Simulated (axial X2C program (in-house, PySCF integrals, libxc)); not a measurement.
**A two-component session on InSi: EOM-EA-CCSD levels**

Wanted for InSi: EOM-EA-CCSD levels, at the two-component level.

Program: an in-house X2C program for linear molecules on PySCF integrals. Level of theory: two-component X2C with atomic mean-field terms, In dyall-acv3z, Si dyall-av3z. These are calculated values, not measurements.

## 1. Set-up

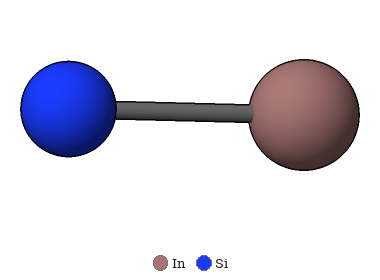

The two atoms at 2.580 Å (indium brown, silicon blue).

The input, task.json:

```json
{"zs": [49, 14], "q": 0, "bas": ["dyall-acv3z", "dyall-av3z"], "r0": 2.58, "eom": "ea", "thr": -2.0, "nmax": 92, "grid": [1, 0.96, 1.045, 0.92, 1.09, 1.15]}
```

Keys: zs atomic numbers; q charge; bas basis sets; r0 starting distance in Å; eom kind of EOM run; thr threshold in hartree for freezing inner shells (an s shell follows its p shell); nmax most natural virtual spinors; grid distances as factors.

The run is started by

```console
python soeom.py task.json out
```

Nuclei are Gaussian, cores are contracted, and the Gaunt term is on.

## 2. EOM-EA-CCSD at 2.615 Å

Reference: the closed shell InSi⁺; 16 electrons correlated, 88 virtual spinors; roots sought by Ω: 1/2: 5, 3/2: 4, 5/2: 2, 7/2: 1.

Output:

```text
two-component X2C + atomic mean field  HF
basis functions 207  fitting functions 1090  grid points 5084
iter        total energy     max residual
   1      -6165.020735342     2.11e-01
   2      -6165.045902657     4.58e-03
   3      -6165.046839458     1.01e-03
   4      -6165.047038288     7.73e-04
   5      -6165.047100860     6.98e-04
   6      -6165.047182969     5.03e-04
   7      -6165.047253004     3.48e-04
   8      -6165.047287689     2.42e-04
   9      -6165.047313274     1.18e-04
  10      -6165.047321433     3.43e-05
  11      -6165.047322441     9.68e-06
  12      -6165.047322469     1.91e-06
  13      -6165.047322471     8.41e-07
converged
one-electron -8751.12733876  Coulomb 2629.31901838  exact exchange -178.74650014  xc functional 0.00000000  nuclear repulsion 138.82048439  atomic mean-field constant -3.31298634
correlated 16  virtual 296  natural virtual 88  E(MP2) -0.561478172  MP2 remainder -0.119195150
iter   CCSD correlation   residual
   1     -0.423955234   1.85e-01
   2     -0.440744994   1.05e-01
   3     -0.443483233   6.85e-02
   4     -0.445346658   4.54e-02
   5     -0.446630341   2.31e-02
   6     -0.446679093   9.60e-03
   7     -0.446721695   4.76e-03
   8     -0.446781736   3.64e-03
   9     -0.446761440   3.24e-03
  10     -0.446781313   2.94e-03
  11     -0.446753422   2.48e-03
  12     -0.446766969   1.63e-03
  13     -0.446790991   1.02e-03
  14     -0.446798786   6.56e-04
  15     -0.446808410   4.81e-04
  16     -0.446807487   2.65e-04
  17     -0.446810898   1.34e-04
  18     -0.446812113   7.19e-05
  19     -0.446812966   4.02e-05
  20     -0.446813118   2.29e-05
  21     -0.446812955   1.63e-05
  22     -0.446812882   1.29e-05
  23     -0.446812936   1.03e-05
  24     -0.446812949   6.75e-06
(T) -0.012888279  T1 0.0424  D1 0.1142  max T2 0.249
EOM-EA-CCSD roots
2*Omega      energy/Eh   energy/eV  one-particle weight
    1      -0.24705039     -6.7226      0.894
    1      -0.17621298     -4.7950      0.012
    1      -0.17522675     -4.7682      0.582
    1      -0.16471457     -4.4821      0.012
    1      -0.14805245     -4.0287      0.018
    3      -0.24624361     -6.7006      0.887
    3      -0.17408480     -4.7371      0.085
    3      -0.16199807     -4.4082      0.463
    3      -0.15755854     -4.2874      0.756
    5      -0.16311084     -4.4385      0.000
    5      -0.10488890     -2.8542      0.000
    7      -0.09055139     -2.4640      0.000
```

T1 in the output is the amplitude norm over the root of the electron number; divide by √2 for the Lee–Taylor value.

```csv
Ω,binding energy (eV),above lowest (cm⁻¹),spinor,weight
1/2,6.723,0,"28% Si pπ, 27% Si pσ, 22% In pσ",0.89
3/2,6.701,180,"64% Si pπ, 25% In pπ",0.89
3/2,4.287,19640,"48% In pπ, 19% Si pπ, 16% Si dπ",0.76
```

Wall time 28 s (1 thread of Arm Neoverse V2, shared host); peak memory 0.99 GiB.

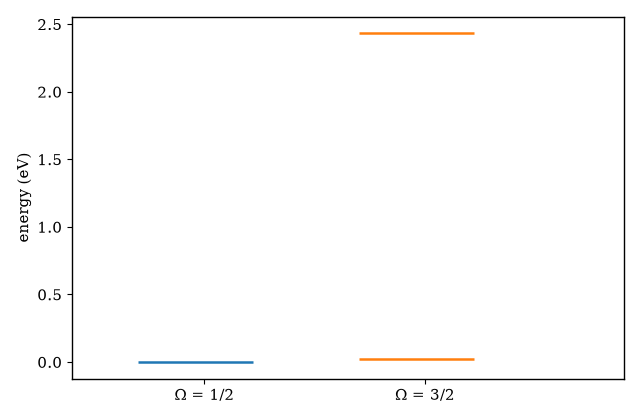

The roots by Ω, from the lowest.

## 3. EOM-EA-CCSD at 2.510 Å

```csv
Ω,binding energy (eV),above lowest (cm⁻¹),spinor,weight
1/2,6.844,0,"30% Si pσ, 25% In pσ, 22% Si pπ",0.90
3/2,6.796,380,"62% Si pπ, 27% In pπ",0.89
3/2,4.297,20540,"47% In pπ, 18% Si pπ, 17% Si dπ",0.83
```

Wall time 30 s (1 thread of Arm Neoverse V2, shared host); peak memory 1 GiB.

## 4. EOM-EA-CCSD at 2.733 Å

```csv
Ω,binding energy (eV),above lowest (cm⁻¹),spinor,weight
1/2,6.576,0,"35% Si pπ, 25% Si pσ, 19% In pσ",0.89
3/2,6.571,40,"66% Si pπ, 23% In pπ",0.88
```

Wall time 31 s (1 thread of Arm Neoverse V2, shared host); peak memory 1 GiB.

## 5. EOM-EA-CCSD at 2.406 Å

```csv
Ω,binding energy (eV),above lowest (cm⁻¹),spinor,weight
1/2,6.942,0,"32% Si pσ, 29% In pσ, 15% Si pπ",0.91
3/2,6.875,540,"60% Si pπ, 29% In pπ",0.90
3/2,4.284,21440,"44% In pπ, 18% Si pπ, 18% Si dπ",0.85
```

Run time: 28 s. Hardware: 1 thread of Arm Neoverse V2, shared host; peak memory 1.1 GiB.

## 6. EOM-EA-CCSD at 2.850 Å

```csv
Ω,binding energy (eV),above lowest (cm⁻¹),spinor,weight
1/2,6.427,0,"40% Si pπ, 22% Si pσ, 16% In pσ",0.88
3/2,6.424,20,"68% Si pπ, 22% In pπ",0.87
```

It took 37 s on 1 thread of Arm Neoverse V2, shared host; peak memory 1.1 GiB.

## 7. EOM-EA-CCSD at 3.007 Å

```csv
Ω,binding energy (eV),above lowest (cm⁻¹),spinor,weight
1/2,6.231,0,"45% Si pπ, 20% Si pσ, 14% In pσ",0.87
3/2,6.219,100,"70% Si pπ, 21% In pπ",0.86
1/2,4.826,11340,"71% In pπ, 11% Si dπ, 9% Si pπ",0.72
3/2,4.486,14080,"71% In pπ, 12% Si dπ, 9% Si pπ",0.63
```

It took 38 s on 1 thread of Arm Neoverse V2, shared host; peak memory 1.1 GiB.

## 8. Curves of the states

Energies in eV from the lowest point of the lowest state; states are followed by energy order within each Ω.

```csv
R (Å),(1)Ω=1/2,(1)Ω=3/2
2.406,0.1580,0.2255
2.510,0.0414,0.0886
2.615,0.0000,0.0220
2.733,0.0139,0.0193
2.850,0.0739,0.0763
3.007,0.2036,0.2159
```

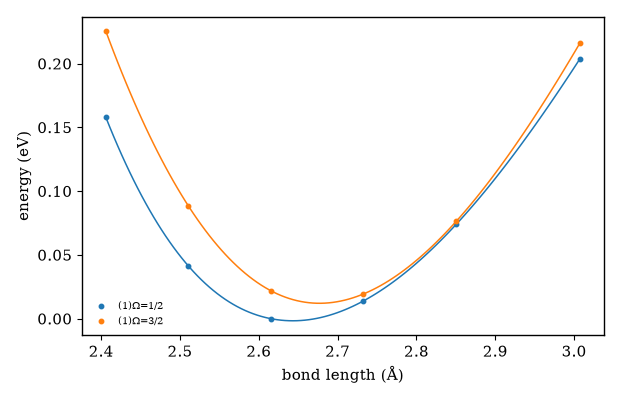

The states along the bond.

Constants where the minimum is well bracketed (masses 114.904 and 27.977 u):

```csv
state,Te (cm⁻¹),Re (Å),ωe (cm⁻¹)
(1)Ω=1/2,0,2.642,227.3
(1)Ω=3/2,110,2.677,243.8
```

## 9. Outcome

```
                     quantity                           value
       lowest root at 2.615 Å               Ω = 1/2, 6.723 eV
next root led by one particle  Ω = 3/2, about 180 cm⁻¹ higher
          T1 of the reference                           0.030
      lowest state, Re and ωe             2.642 Å, 227.3 cm⁻¹
```

What this shows: The added electron is bound by 6.72 eV in a spinor of 28% Si pπ, 27% Si pσ, 22% In pσ. Errors of 0.1 to 0.3 eV are usual at this size, and roots led by higher excitations are left out, so the list is incomplete, and low states of that kind can be missing. T1 or the largest double amplitude of the reference is raised, which lowers the reliability.
